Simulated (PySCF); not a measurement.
EPR calculation, with input and output: C8H10 (charge +1)

- system: C8H10, charge +1, multiplicity 2
- method: UKS B3LYP, pcH-1 on C H, non-relativistic, mean-field spin-orbit, GIAO (PySCF 2.14.0)

It belongs to a series of runs on one base structure; here: electron removed.

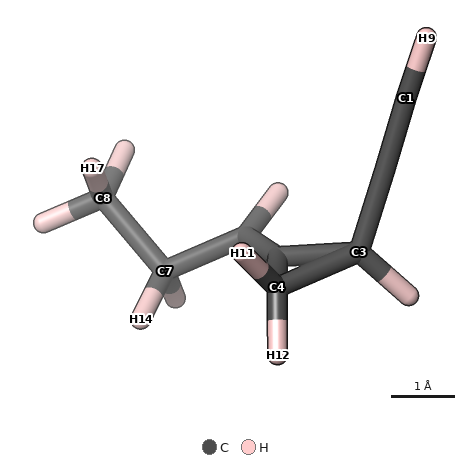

The structure (stick view, seen at a tilt; atoms are numbered from 1 in the order of the input). Bond lengths as drawn: C–C 1.21 to 1.53 Å and C–H 1.05 to 1.09 Å.

### Results in brief

```csv
quantity,value
outcome,converged
total energy,−310.451192 hartree
⟨S²⟩,0.759
isotropic g,2.0036
hardware,"1 CPU thread, shared host"
wall time,2.4 min
peak memory,0.97 GiB
```

### Input
```
{"job": {"kind": "epr", "basis": "pcH-1"}, "charge": 1, "multiplicity": 2}
C     -3.164582     1.705350    -0.949381
C     -2.669440     0.704444    -0.483481
C     -2.078760    -0.456898     0.042949
C     -1.282583    -1.412467    -0.835317
C     -0.547342    -0.466576    -0.034641
C      0.508224     0.170905     0.410916
C      1.900799    -0.380115     0.324284
C      2.696845     0.543412    -0.598845
H     -3.638671     2.553699    -1.355508
H     -2.533242    -0.850826     0.944767
H     -1.280894    -1.281375    -1.910326
H     -1.313104    -2.447582    -0.514930
H      0.422104     1.133898     0.901541
H      1.884214    -1.398714    -0.061754
H      2.352890    -0.380384     1.317177
H      3.705214     0.136537    -0.679255
H      2.261180     0.580853    -1.593869
H      2.768388     1.552158    -0.200743
```

The first line tells a small driver script what to run in PySCF; the rest is the geometry in Å.

Launch command:
```bash
OMP_NUM_THREADS=1 python <driver script> task.json out
```

### Log
```
UKS, coarse grid
  cycle   1  E = -310.40506483  |g| = 2.97e-01
  cycle   2  E = -310.32605744  |g| = 4.76e-01
  cycle   3  E = -310.44116623  |g| = 1.29e-01
  cycle   4  E = -310.44916047  |g| = 5.82e-02
  cycle   5  E = -310.45093426  |g| = 1.88e-02
  cycle   6  E = -310.45111547  |g| = 6.56e-03
  cycle   7  E = -310.45114665  |g| = 2.49e-03
  cycle   8  E = -310.45115643  |g| = 1.24e-03
  cycle   9  E = -310.45116030  |g| = 6.86e-04
UKS, final grid
  cycle   1  E = -310.45119094  |g| = 9.73e-04
  cycle   2  E = -310.45118882  |g| = 2.12e-03
  cycle   3  E = -310.45119171  |g| = 2.75e-04
  cycle   4  E = -310.45119176  |g| = 1.56e-04
  cycle   5  E = -310.45119180  |g| = 1.45e-04
  cycle   6  E = -310.45119182  |g| = 3.14e-05
  cycle   7  E = -310.45119182  |g| = 5.96e-06
E = -310.45119182 Eh   <S^2> = 0.7590 (exact 0.7500)
g shifts (ppm)      1          2          3
  rmc          -158       -158       -158
  gc              4         44         12
  oz_so         506        673       3198
  total         352        559       3052
hyperfine (MHz)  atom isotope    a_iso     a_fc   dipolar eigenvalues
    0   13C      24.12      24.12    -29.43    -26.20     55.64
    1   13C      -8.13      -8.13    -10.74     -3.77     14.51
    2   13C       7.28       7.28    -14.58    -13.62     28.20
    3   13C       1.91       1.91     -7.66     -4.08     11.74
    4   13C       4.89       4.89    -38.38    -28.61     66.99
    5   13C      -3.92      -3.92    -19.82    -15.98     35.80
    6   13C       3.73       3.73     -6.36     -6.02     12.38
    7   13C      15.57      15.57     -5.27     -5.10     10.37
    8    1H     -27.93     -27.93    -13.35     -2.71     16.06
    9    1H     -14.49     -14.49     -5.97     -3.85      9.82
   10    1H      -5.72      -5.72     -3.37     -1.79      5.16
   11    1H     100.04     100.04     -4.09     -1.11      5.20
   12    1H      26.27      26.27     -6.99     -5.89     12.89
   13    1H      -3.00      -3.00     -4.23     -0.73      4.96
   14    1H       1.32       1.32     -3.91     -2.42      6.34
   15    1H      39.93      39.93     -2.94     -1.37      4.31
   16    1H      -1.99      -1.99     -3.58     -0.08      3.66
   17    1H      -2.84      -2.84     -3.13     -0.36      3.49
```

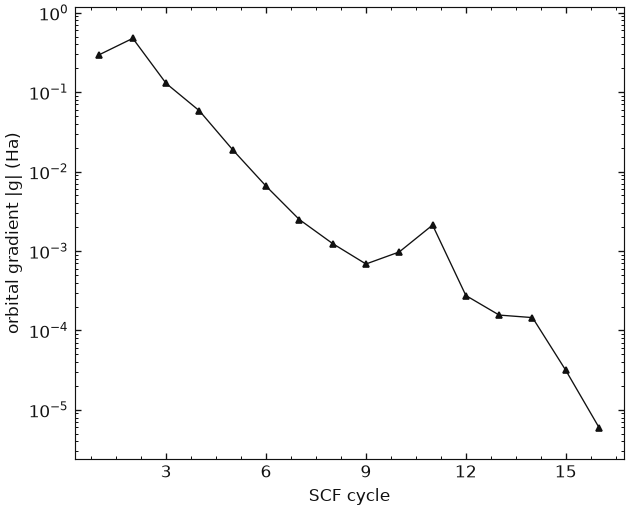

Convergence of the self-consistent field: orbital gradient |g| against the SCF cycle. All cycles printed in the log are drawn one after another.

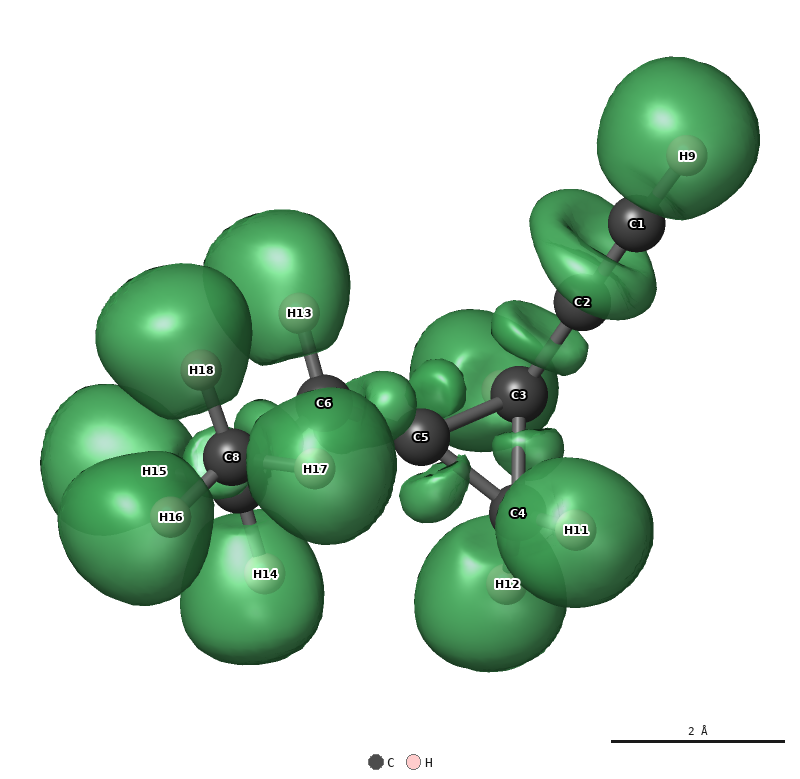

Isosurface of the ELF at 0.8 (green), seen at a tilt. Only the valence region is drawn (cores and ρ < 0.01 e/Å³ removed). Along the contacts the grid gives the following. C–C (1.21 Å): the ELF peaks at about 0.90 between the atoms (a multiple bond by its length, whose ELF region spreads away from the axis).

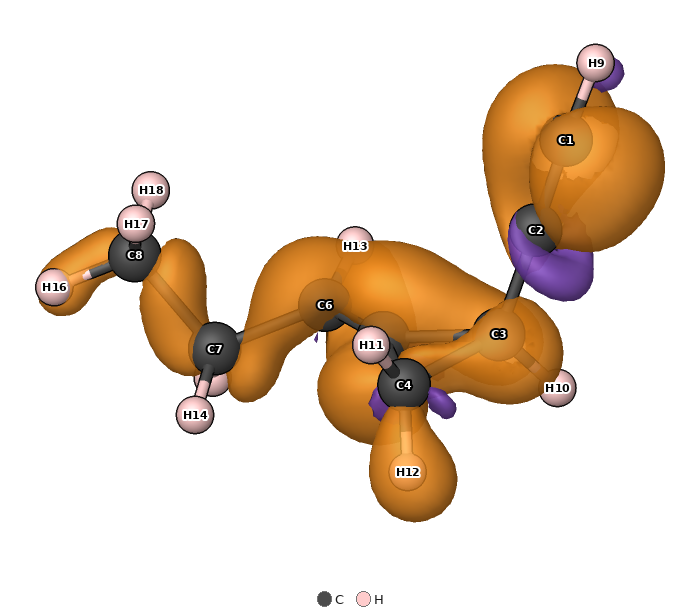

Isosurfaces of the spin density (α minus β) at +0.015 (orange) and −0.015 e/Å³ (purple), seen at a tilt. The unpaired spin (1 electron) lies mostly on C1 (about 0.2), C5 (about 0.2), C6 (about 0.2), C3 (about 0.1) and C2 (about 0.1), in electrons by Hirshfeld's partition.

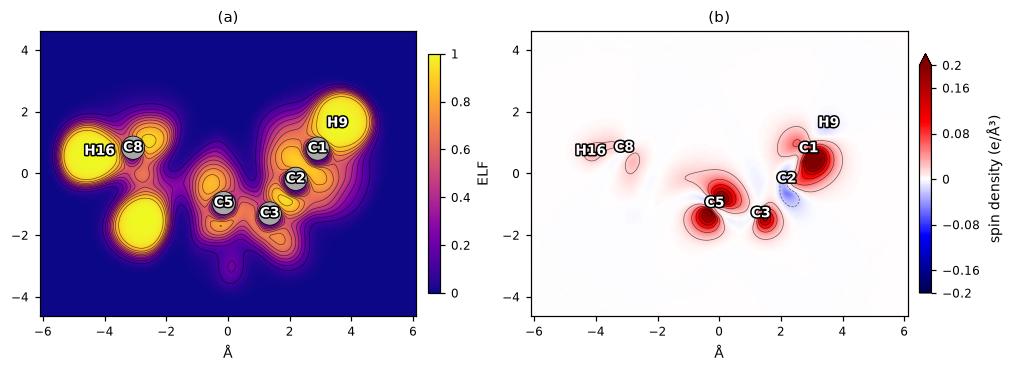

(a) electron localisation function; (b) spin density on the plane of atoms C2, C3 and C5. Grey discs, where drawn, cover atomic cores. The section cuts through C and H sites. C–C (1.21 Å): the ELF peaks at about 0.90 between the atoms; a double or triple bond. C–H (1.05 Å): the ELF is about 1 at the midpoint (a covalent bond by its length). The unpaired spin (1 electron) lies mostly on C1 (about 0.2), C5 (about 0.2), C6 (about 0.2), C3 (about 0.1) and C2 (about 0.1), in electrons by Hirshfeld's partition.
